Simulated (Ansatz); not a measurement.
Band structure of Cu3Au (Pm-3m, 4 atoms in the cell).

```xyz
4
Lattice="3.8071 0.0000 0.0000 0.0000 3.8071 0.0000 0.0000 0.0000 3.8071" Properties=species:S:1:pos:R:3 pbc="T T T"
Cu     0.0000     1.9036     1.9036
Cu     1.9036     0.0000     1.9036
Cu     1.9036     1.9036     0.0000
Au     0.0000     0.0000     0.0000
```

Computed with PBE, PAW files (plane waves; Ansatz, a quantum-chemistry and plane-wave program).

Settings: kpoints.mp_grid.grid = 9 9 9; hamiltonian.xc = pbe; hamiltonian.pseudopotentials = {kind: paw} (the program's default PAW files); scf.occupations.method = gaussian; scf.occupations.width = 0.272 eV; kpoints.band_path.npoints = 8.

The starting cell comes from a database of computed structures (which also holds hypothetical and non-ambient phases and stackings), without a prior relaxation at this level. Its lattice was rescaled by a random factor within 2.5 % of one. Spin-orbit coupling is off. Spin polarisation is off.

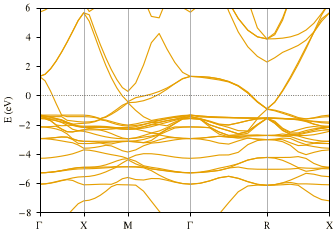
Bands along the path, energies from the Fermi level.

Levels in eV from the Fermi level, bands 35 to 42:
```
point     35     36     37     38     39     40    41    42
-----  -----  -----  -----  -----  -----  -----  ----  ----
Γ      -1.35  -1.35  -1.35   1.30   1.30   1.30  5.68  7.12
X      -1.91  -1.82  -1.45  -1.35   5.64   5.64  6.35  6.35
M      -2.09  -2.03  -0.50  -0.50  -0.43   0.27  8.34  9.19
R      -1.54  -1.54  -0.95  -0.92  -0.92  -0.92  2.28  3.86
```

Bands cross the Fermi level along this path, so the cell is metallic at this level.

Keys are those of Ansatz 0.2.
